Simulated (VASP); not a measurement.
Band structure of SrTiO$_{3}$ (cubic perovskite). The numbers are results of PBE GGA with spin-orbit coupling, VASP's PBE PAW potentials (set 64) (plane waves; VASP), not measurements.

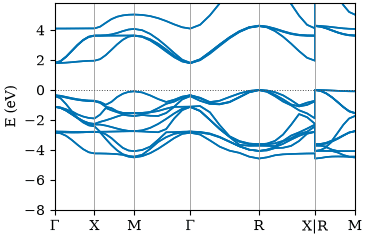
Figure: Bands along high-symmetry lines, zero at the valence-band maximum or, without a gap, the Fermi level

Question: Read the plot: is there a gap, and where are the band edges?

Answer: The gap is indirect, 1.78 eV, from the valence maximum at R to the conduction minimum at Γ.

Measured: gap 3.59 eV (computed value off by -1.81 eV), as given by Anna Miglio et al., npj Computational Materials (2020), arXiv:2011.12765 [zero-point renormalisation of 336 meV (experimental, the table's column) added back].

The compound is SrTiO3 in the cubic perovskite structure, the ideal cubic form; the compound distorts at low or room temperature. It was relaxed first.
